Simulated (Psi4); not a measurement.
# One shape, several levels: singlet [N2H3]+

We compute a comparison of 3 runs (BHLYP/def2-TZVP, PBE0/def2-TZVP, TPSS/def2-TZVP) of singlet [N2H3]+. 

The results are computed with Psi4 1.11.

**1. The system as given**

[N2H3]+ has 5 atoms, charge +1, and is taken as a singlet. As SMILES of the parent species, `[NH]N`. The shape is that of a PBE0-D4/def2-TZVP optimisation. This is one conformer, not always the lowest. That shape belongs to the parent species and isn't relaxed for this state.

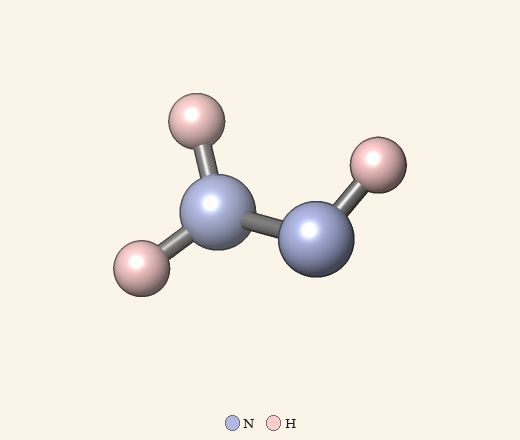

The structure, seen from a chosen angle (nitrogen light blue, hydrogen pink).

**2. Energy and gradient at BHLYP/def2-TZVP (run 1)**

job.json

```json
{
  "schema_name": "qcschema_input",
  "schema_version": 1,
  "molecule": {
    "schema_name": "qcschema_molecule",
    "schema_version": 2,
    "symbols": ["N", "N", "H", "H", "H"],
    "geometry": [-0.35451262, -1.54589046, 0.85801125, -0.24313216, 0.44523837, -0.69626959, 1.4358895, -1.79797992, 1.53307811, -1.94821315, 1.11928478, -1.20948141, 1.10994954, 1.77932832, -0.48533836],
    "molecular_charge": 1,
    "molecular_multiplicity": 1,
    "fix_symmetry": "c1"
  },
  "driver": "gradient",
  "model": {
    "method": "bhhlyp",
    "basis": "def2-TZVP"
  },
  "keywords": {
    "puream": true,
    "e_convergence": 1e-09,
    "d_convergence": 1e-08,
    "scf_type": "pk",
    "dft_radial_points": 99,
    "dft_spherical_points": 590,
    "scf_properties": ["MULLIKEN_CHARGES", "MAYER_INDICES", "WIBERG_LOWDIN_INDICES"]
  }
}
```

Run with:

```sh
$ psi4 --qcschema job.json -n 1 --memory 2200MB
```

stdout:

```text
[...]
  Running in c1 symmetry.
[...]
  Nuclear repulsion =   36.727994691660108
[...]
  Multiplicity = 1
[...]
  Nalpha       = 8
  Nbeta        = 8
[...]
    Number of basis functions: 80
[...]
   @RKS iter   1:  -110.87288531650013   -1.82497e-01   2.84562e-03 DIIS/ADIIS
[...]
   @RKS iter  11:  -110.89732749524008   -2.65743e-12   5.82546e-09 DIIS
[...]
  @RKS Final Energy:  -110.89732749524008
   => Energetics <=
    Nuclear Repulsion Energy =             36.7279946916601077
    One-Electron Energy =                -216.9344633244023157
    Two-Electron Energy =                  76.8277664723345168
    DFT Exchange-Correlation Energy =      -7.5186253348323913
    Empirical Dispersion Energy =           0.0000000000000000
    VV10 Nonlocal Energy =                  0.0000000000000000
    Total Energy =                       -110.8973274952400772
[...]
 Multipole Moments:
 ------------------------------------------------------------------------------------
     Multipole            Electronic (a.u.)      Nuclear  (a.u.)        Total (a.u.)
 ------------------------------------------------------------------------------------
 L = 1.  Multiply by 2.5417464519 to convert [e a0] to [Debye]
 Dipole X            :         -0.0990502            0.6691287            0.5700785
 Dipole Y            :         -0.3547589            1.2323074            0.8775485
 Dipole Z            :          0.1019864           -0.1810898           -0.0791033
 Magnitude           :                                                    1.0494466
[...]
  Mulliken Charges: (a.u.)
   Center  Symbol    Alpha    Beta     Spin     Total
       1     N     3.46328  3.46328  0.00000  0.07344
       2     N     3.53936  3.53936  0.00000 -0.07872
       3     H     0.34376  0.34376  0.00000  0.31248
       4     H     0.32488  0.32488  0.00000  0.35024
       5     H     0.32872  0.32872  0.00000  0.34255
   Total alpha =  8.00000, Total beta =  8.00000, Total charge =  1.00000
  Mayer Bond Indices:
[...]
  -Total Gradient:
     Atom            X                  Y                   Z
    ------   -----------------  -----------------  -----------------
       1       -0.010740046494    -0.100703587614     0.096592462776
       2        0.021339571385     0.086570693588    -0.115271819274
       3       -0.002310491213     0.001691887267    -0.005994400215
       4        0.007652051111     0.006681174509     0.013634202273
       5       -0.015941111056     0.005759920291     0.011039473310
[...]
```

The result, in JSON:

```text
{
 "driver": "gradient",
 "model": {
  "method": "bhhlyp",
  "basis": "def2-TZVP"
 },
 "success": true,
 "return_result": [-0.010740046494000538, -0.10070358761370474, 0.09659246277597337, 0.021339571385163833, 0.08657069358844427, -0.11527181927393876, -0.0023104912126781785, 0.0016918872665895, -0.005994400214863471, 0.007652051110736052, 0.006681174509464247, 0.01363420227342036, -0.01594111105607983, 0.005759920291400836, 0.011039473310183266],
 "properties": {
  "calcinfo_nbasis": 80,
  "calcinfo_nmo": 80,
  "calcinfo_nalpha": 8,
  "calcinfo_nbeta": 8,
  "calcinfo_natom": 5,
  "nuclear_repulsion_energy": 36.72799469166011,
  "return_energy": -110.89732749524008,
  "return_gradient": [-0.010740046494000538, -0.10070358761370474, 0.09659246277597337, 0.021339571385163833, 0.08657069358844427, -0.11527181927393876, -0.0023104912126781785, 0.0016918872665895, -0.005994400214863471, 0.007652051110736052, 0.006681174509464247, 0.01363420227342036, -0.01594111105607983, 0.005759920291400836, 0.011039473310183266],
  "scf_one_electron_energy": -216.93446332440232,
  "scf_two_electron_energy": 76.82776647233452,
  "scf_xc_energy": -7.518625334832391,
  "scf_dipole_moment": [0.5700785015212896, 0.8775484953061681, -0.079103334929711],
  "scf_total_energy": -110.89732749524008,
  "scf_total_gradient": [-0.010740046494000538, -0.10070358761370474, 0.09659246277597337, 0.021339571385163833, 0.08657069358844427, -0.11527181927393876, -0.0023104912126781785, 0.0016918872665895, -0.005994400214863471, 0.007652051110736052, 0.006681174509464247, 0.01363420227342036, -0.01594111105607983, 0.005759920291400836, 0.011039473310183266],
  "scf_iterations": 11
 }
}
```

It took 25 s on 1 thread of Intel Xeon at 2.50GHz (Skylake/Cascade Lake), shared host; peak memory 0.91 GiB.

**3. The energy at PBE0/def2-TZVP (run 2)**

input.inp

```
memory 2200 MB

molecule mol {
  1 1
  N
  N 1 1.33797
  H 1 1.021299 2 106.08223
  H 2 1.007527 1 113.89412 3 -167.93368
  H 2 1.0117 4 114.61469 1 -145.08413
  symmetry c1
}

set {
  basis def2-TZVP
  puream true
  e_convergence 1e-09
  d_convergence 1e-08
  scf_type pk
  dft_radial_points 99
  dft_spherical_points 590
}

e_tot, wfn = energy('pbe0', return_wfn=True)
oeprop(wfn, 'WIBERG_LOWDIN_INDICES', 'LOWDIN_CHARGES', 'QUADRUPOLE', title='PBE0')
print_variables()
```

Run with:

```sh
$ psi4 -n 1 input.inp input.out
```

input.out:

```text
[...]
  Running in c1 symmetry.
[...]
  Nuclear repulsion =   36.727991347160405
[...]
  Multiplicity = 1
[...]
  Nalpha       = 8
  Nbeta        = 8
[...]
    Number of basis functions: 80
[...]
   @RKS iter   1:  -110.80772462840034   -9.99350e-02   3.67533e-03 DIIS/ADIIS
[...]
   @RKS iter  10:  -110.84075582854729   -3.95062e-12   5.32829e-09 DIIS
[...]
    Orbital Energies [Eh]
    ---------------------
    Doubly Occupied:
       1A    -14.811570     2A    -14.796768     3A     -1.367394
       4A     -1.095902     5A     -0.908432     6A     -0.832744
       7A     -0.724549     8A     -0.645809
[...]
  @RKS Final Energy:  -110.84075582854729
   => Energetics <=
    Nuclear Repulsion Energy =             36.7279913471604047
    One-Electron Energy =                -216.9628481410835548
    Two-Electron Energy =                  80.3232100603976704
    DFT Exchange-Correlation Energy =     -10.9291090950218202
    Empirical Dispersion Energy =           0.0000000000000000
    VV10 Nonlocal Energy =                  0.0000000000000000
    Total Energy =                       -110.8407558285472874
[...]
 Multipole Moments:
 ------------------------------------------------------------------------------------
     Multipole            Electronic (a.u.)      Nuclear  (a.u.)        Total (a.u.)
 ------------------------------------------------------------------------------------
 L = 1.  Multiply by 2.5417464519 to convert [e a0] to [Debye]
 Dipole X            :         -0.1293426            0.4764617            0.3471191
 Dipole Y            :         -0.1273421            0.7329534            0.6056114
 Dipole Z            :         -0.3066791            1.1112479            0.8045688
 Magnitude           :                                                    1.0651703
 L = 2.  Multiply by 1.3450342976 to convert [e a0^2] to [Debye ang]
 Quadrupole XX       :         -8.5418933            0.5691822           -7.9727111
 Quadrupole XY       :         -0.2358821            0.3377707            0.1018886
[...]
```

Wall time 18 s (1 thread of Intel Xeon at 2.50GHz (Skylake/Cascade Lake), shared host); peak memory 0.91 GiB.

**4. The energy at TPSS/def2-TZVP (run 3)**

job.py

```python
import psi4

psi4.set_memory(2200000000)
psi4.set_num_threads(1)
psi4.core.set_output_file('h3n2.out', False)

m = psi4.geometry("""
1 1
N
N 1 1.33797
H 1 1.021299 2 106.08223
H 2 1.007527 1 113.89412 3 -167.93368
H 2 1.0117 4 114.61469 1 -145.08413
symmetry c1
""")

options = {'basis': 'def2-TZVP', 'reference': 'rks', 'puream': True, 'e_convergence': 1e-09, 'd_convergence': 1e-08, 'scf_type': 'pk', 'dft_radial_points': 99, 'dft_spherical_points': 590}
psi4.set_options(options)

E, wfn = psi4.energy("tpss", return_wfn=True)
psi4.oeprop(wfn, "MAYER_INDICES", "QUADRUPOLE", "DIPOLE", title="TPSS")
print('E =', round(E, 9))
for k, v in sorted(psi4.core.scalar_variables().items()):
    print(f'{k:45s} {v:18.10f}')
```

Run with:

```sh
$ python job.py
```

h3n2.out:

```text
[...]
  Running in c1 symmetry.
[...]
  Nuclear repulsion =   36.727991347160405
[...]
  Multiplicity = 1
[...]
  Nalpha       = 8
  Nbeta        = 8
[...]
    Number of basis functions: 80
[...]
   @RKS iter   1:  -110.92459283925137   -2.37093e-02   5.30267e-03 ADIIS/DIIS
[...]
   @RKS iter  11:  -110.99200036368315   -9.80549e-13   2.95898e-09 DIIS
[...]
    Orbital Energies [Eh]
    ---------------------
    Doubly Occupied:
       1A    -14.527411     2A    -14.506562     3A     -1.273502
       4A     -1.021932     5A     -0.844569     6A     -0.771945
       7A     -0.675225     8A     -0.586464
[...]
  @RKS Final Energy:  -110.99200036368315
   => Energetics <=
    Nuclear Repulsion Energy =             36.7279913471604047
    One-Electron Energy =                -217.0363207882057281
    Two-Electron Energy =                  83.8801227610744746
    DFT Exchange-Correlation Energy =     -14.5637936837123103
    Empirical Dispersion Energy =           0.0000000000000000
    VV10 Nonlocal Energy =                  0.0000000000000000
    Total Energy =                       -110.9920003636831467
[...]
 Multipole Moments:
 ------------------------------------------------------------------------------------
     Multipole            Electronic (a.u.)      Nuclear  (a.u.)        Total (a.u.)
 ------------------------------------------------------------------------------------
 L = 1.  Multiply by 2.5417464519 to convert [e a0] to [Debye]
 Dipole X            :         -0.1347564            0.4764617            0.3417053
 Dipole Y            :         -0.1380294            0.7329534            0.5949240
 Dipole Z            :         -0.2904957            1.1112479            0.8207521
 Magnitude           :                                                    1.0697342
 L = 2.  Multiply by 1.3450342976 to convert [e a0^2] to [Debye ang]
 Quadrupole XX       :         -8.4859573            0.5691822           -7.9167751
 Quadrupole XY       :         -0.2426279            0.3377707            0.0951428
[...]
```

On the terminal:

```text
E = -110.992000364
CURRENT ENERGY                                   -110.9920003637
CURRENT REFERENCE ENERGY                         -110.9920003637
DD SOLVATION ENERGY                                 0.0000000000
DFT FUNCTIONAL TOTAL ENERGY                      -110.9920003637
DFT TOTAL ENERGY                                 -110.9920003637
DFT VV10 ENERGY                                     0.0000000000
DFT XC ENERGY                                     -14.5637936837
GRID ELECTRONS ALPHA                                7.9999999814
GRID ELECTRONS BETA                                 7.9999999814
GRID ELECTRONS TOTAL                               15.9999999628
NUCLEAR REPULSION ENERGY                           36.7279913472
ONE-ELECTRON ENERGY                              -217.0363207882
PCM POLARIZATION ENERGY                             0.0000000000
PE ENERGY                                           0.0000000000
SCF ITERATION ENERGY                             -110.9920003637
SCF ITERATIONS                                     11.0000000000
SCF TOTAL ENERGY                                 -110.9920003637
TWO-ELECTRON ENERGY                                83.8801227611
XC GRID RADIAL POINTS                              99.0000000000
XC GRID SPHERICAL POINTS                          590.0000000000
XC GRID TOTAL POINTS                           280667.0000000000
```

Run time: 66 s. Hardware: 1 thread of Intel Xeon at 2.50GHz (Skylake/Cascade Lake), shared host; peak memory 1.1 GiB.

**5. All runs side by side**

```tsv
run	level	task	energy (Eh)	HOMO energy (eV)	LUMO energy (eV)	HOMO–LUMO gap (eV)	wall time
1	BHLYP/def2-TZVP	gradient	-110.897327	-19.38	-9.97	9.40	25 s
2	PBE0/def2-TZVP	energy	-110.840756	-17.57	-11.39	6.18	18 s
3	TPSS/def2-TZVP	energy	-110.992000	-15.96	-12.49	3.47	66 s
```

**6. Summary of results**

```
            quantity          value
 run 3: total energy  -110.99200 Eh
  run 3: HOMO energy      -15.96 eV
  run 3: LUMO energy      -12.49 eV
run 3: HOMO–LUMO gap        3.47 eV
```

What this shows: The HOMO–LUMO gap runs from 3.47 eV (TPSS/def2-TZVP) to 9.40 eV (BHLYP/def2-TZVP). Totals of different functionals can't be ranked against each other. All runs together took 1.8 min, the longest 66 s.
